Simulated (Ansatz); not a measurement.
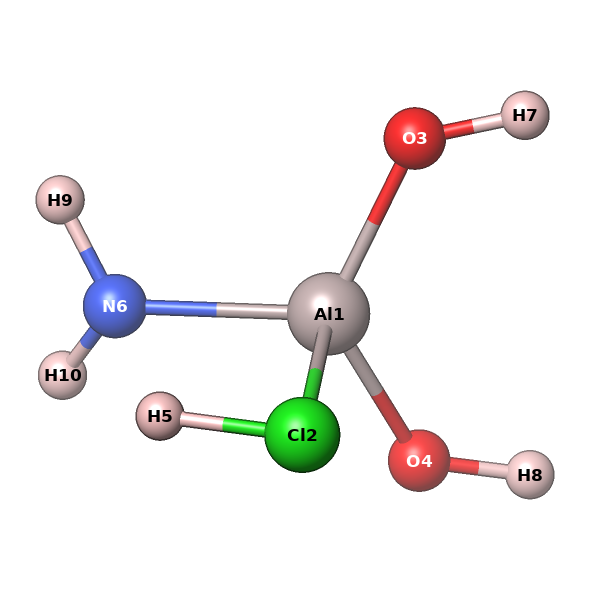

Simulated data, not a measurement (program: Ansatz).

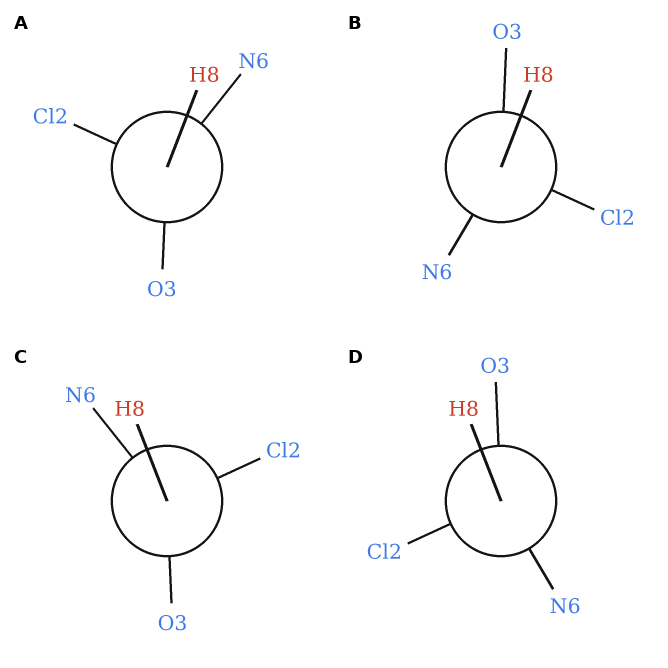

Atoms fade into the background with distance from the viewer. Bonds that would overlap in a projection are set slightly apart. Geometry: start.

### Which Newman projection shows the view along O4–Al1, with O4 in front?

D. The torsion angle H8–O4–Al1–Cl2 is −93°, about perpendicular.
